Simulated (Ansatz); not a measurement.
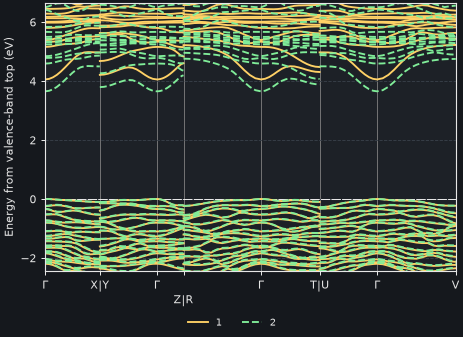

Band structures of LaY$_{3}$O$_{6}$, space group P1, 10 atoms in the cell, by two methods on the same cell. Each is counted from its own valence-band top.

Q: Which curve is which? The methods: r2SCAN, PBE.

A: 1 is r2SCAN; 2 is PBE. r2SCAN gives a gap of 4.06 eV along the path and PBE gives a gap of 3.65 eV along the path.

Settings. r2SCAN: DFT r2SCAN, scalar-relativistic, plane waves, PAW, no spin polarisation, 6×6×4 k mesh, 500 eV cutoff (Ansatz). PBE: DFT PBE, scalar-relativistic, plane waves, PAW, no spin polarisation, 6×6×4 k mesh, 420 eV cutoff, Gaussian smearing of 0.02 eV (Ansatz 0.2.0).

The structure is an invented one, so it need not be a known or stable phase.
